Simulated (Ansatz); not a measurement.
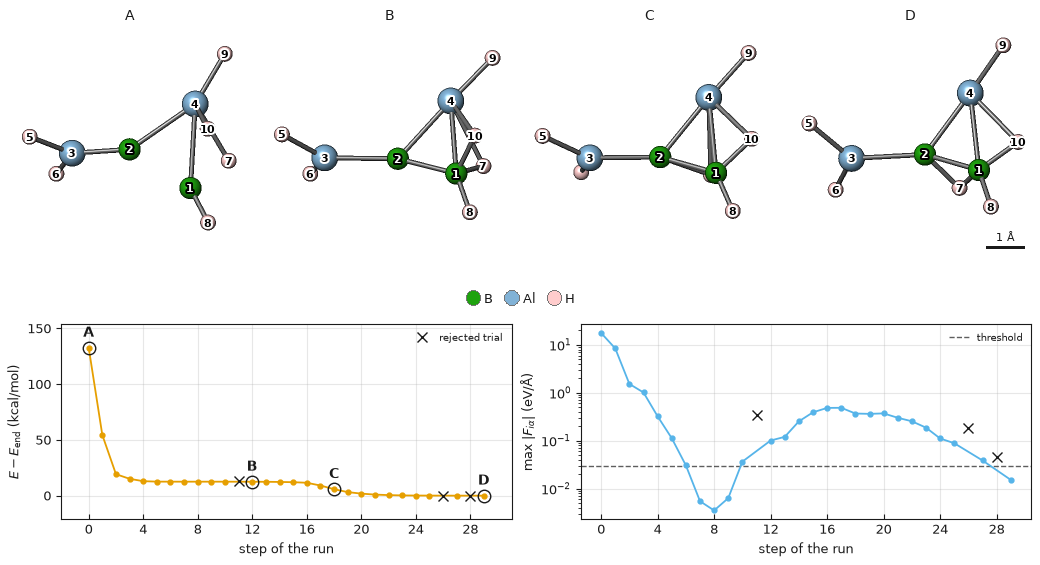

Frames of a relaxation of Al2B2H6, marked on the history of the run. The picture is a ball-and-stick view, seen at a tilt.

It is one of the separated reactants of a reaction.

These are results of Ansatz, RKS PBE-D4/def2-SVP, not measurements.

The input:
```yaml
crystal:
  periodic: [false, false, false]
  atoms:
    - {symbol: B, position_ang: [1.190423, -0.831718, -0.588840]}
    - {symbol: B, position_ang: [-0.716907, -0.113474, -0.032345]}
    - {symbol: Al, position_ang: [-2.269972, -0.364230, -0.146394]}
    - {symbol: Al, position_ang: [0.796673, 1.148783, 0.726421]}
    - {symbol: H, position_ang: [-3.032581, -1.201076, 0.867764]}
    - {symbol: H, position_ang: [-3.085997, 0.221109, -1.287395]}
    - {symbol: H, position_ang: [1.628888, 0.875750, -0.821038]}
    - {symbol: H, position_ang: [1.884857, -1.583756, -1.112958]}
    - {symbol: H, position_ang: [1.293150, 2.411386, 1.530613]}
    - {symbol: H, position_ang: [1.724233, -0.336155, 1.032727]}
basis:
  gaussian: {orbitals: def2-SVP}
hamiltonian: {xc: pbe, dispersion: d4}
relax: {f_tol: 0.03, max_steps: 250}
```

Run as
```bash
ansatz run in.yaml --threads 2 --pin off --events-out ev --progress --plain --max-ram 4352MiB
```

Q: What happens along the run?

A: H7 moves most after the best rigid fit: 1.49 Å. By element the largest moves are H 1.49 Å, B 0.53 Å, Al 0.34 Å. Among the contacts that change: B2–H7 2.665 → 1.357 Å, Al4–H7 1.778 → 2.561 Å, B1–H10 1.778 → 1.284 Å, B2–Al3 1.577 → 2.057 Å. New bonds form: B1–B2 (2.11 → 1.65 Å). Bonds break: Al4–H7 (1.78 → 2.56 Å). Among the angles between lasting bonds that change: B1–Al4–H9 152.2° → 126.0°, H9–Al4–H10 114.6° → 95.1°, Al3–B2–Al4 145.8° → 126.5°. Groups turn about B2–Al3 by about 25°. After 26 accepted moves (29 points after the start) the energy has fallen by 132.7 kcal/mol. The largest force component goes from 18 to 0.015 eV/Å. The line search rejected the trial steps at points 11, 26, 28 of the run. The forces were under the threshold at step 7, but the run went on from there. From step 0 to 12: B1 moves most (0.42 Å), energy −120.2 kcal/mol. From step 12 to 18: H7 moves most (0.91 Å), energy −6.67 kcal/mol. From step 18 to 29: H9 moves most (0.67 Å), energy −5.82 kcal/mol.

| step | E − E(0), kcal/mol | largest force component, eV/Å | note |
| --- | --- | --- | --- |
| 0 | 0.00 | 17.7007 |  |
| 1 | -78.28 | 8.4207 |  |
| 2 | -113.38 | 1.5297 |  |
| 3 | -117.54 | 1.0142 |  |
| 4 | -119.66 | 0.3221 |  |
| 5 | -120.07 | 0.1125 |  |
| 6 | -120.10 | 0.0305 |  |
| 7 | -120.11 | 0.0055 |  |
| 8 | -120.11 | 0.0035 |  |
| 9 | -120.11 | 0.0063 |  |
| 10 | -120.12 | 0.0366 |  |
| 11 | -119.90 | 0.3385 | rejected |
| 12 | -120.18 | 0.1009 |  |
| 13 | -120.21 | 0.1204 |  |
| 14 | -120.35 | 0.2535 |  |
| 15 | -120.57 | 0.3918 |  |
| 16 | -121.09 | 0.4835 |  |
| 17 | -123.56 | 0.4861 |  |
| 18 | -126.84 | 0.3691 |  |
| 19 | -129.47 | 0.3632 |  |
| 20 | -130.82 | 0.3714 |  |
| 21 | -131.69 | 0.3010 |  |
| 22 | -132.15 | 0.2543 |  |
| 23 | -132.44 | 0.1873 |  |
| 24 | -132.55 | 0.1113 |  |
| 25 | -132.59 | 0.0886 |  |
| 26 | -132.54 | 0.1843 | rejected |
| 27 | -132.65 | 0.0387 |  |
| 28 | -132.65 | 0.0456 | rejected |
| 29 | -132.66 | 0.0152 |  |
